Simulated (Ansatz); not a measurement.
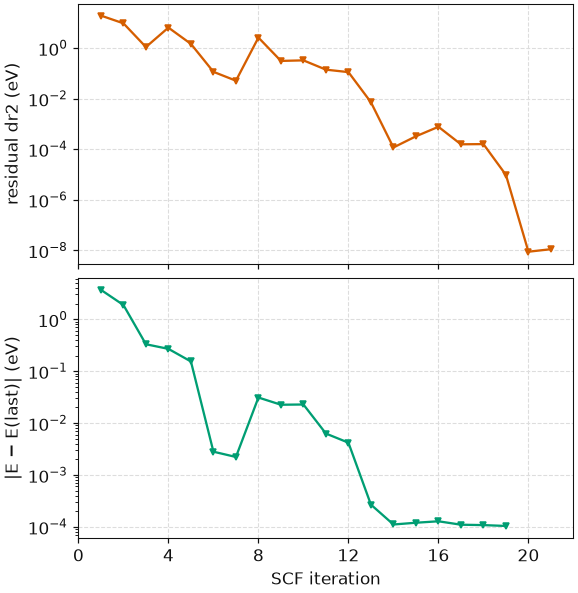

The plot shows the SCF iterations of a calculation: density residual dr2, distance of the Harris–Foulkes energy from its last value. Energy differences below 3 × 10⁻⁶ eV aren't drawn. The starting density is a sum of atomic densities corrected by a trained network.

Cs2Sn2Br4S (defect cell, 9 atoms in the cell, total charge +2), run with Ansatz.

```
crystal:
  lattice:
    - [11.500000, 0.000000, 0.000000]
    - [0.000000, 5.750000, 0.000000]
    - [0.000000, 0.000000, 5.750000]
  atoms:
    - { symbol: Cs, position: [0.001550, 0.000227, 0.995560] }
    - { symbol: Cs, position: [0.498947, 0.000693, 0.997297] }
    - { symbol: Sn, position: [0.249330, 0.493698, 0.501646] }
    - { symbol: Sn, position: [0.747285, 0.498661, 0.506733] }
    - { symbol: Br, position: [0.750852, 0.505148, 0.002377] }
    - { symbol: Br, position: [0.000284, 0.500479, 0.496040] }
    - { symbol: Br, position: [0.253117, 0.996600, 0.498765] }
    - { symbol: Br, position: [0.751016, 0.993826, 0.506756] }
    - { symbol: S, position: [0.499817, 0.497452, 0.498116] }
kpoints:
  mp_grid: { grid: [2, 2, 2], shift: [0.5, 0.5, 0.5] }
basis: { ecutwfc: 400 }
hamiltonian:
  xc: pbesol
total_charge: 2
scf:
  occupations: { method: fermi_dirac, width: 0.01 }
  max_iter: 50
output:
  forces: true
  eigenvalues: true
  stress: true
```

Command:
```bash
ansatz run in.yaml --threads 7 --pin off --max-ram 13300MiB --runs-dir r --events-out ev --progress --plain
```

**How did this run end?**

The run converged; it took 21 iterations. The residual falls unevenly and jumps up by a factor of two or more 4 times on the way down, most sharply at step 8 (by a factor of about 50).

**What is the residual at the start and at the end?**

It starts near 20 and ends near 10⁻⁸ eV.
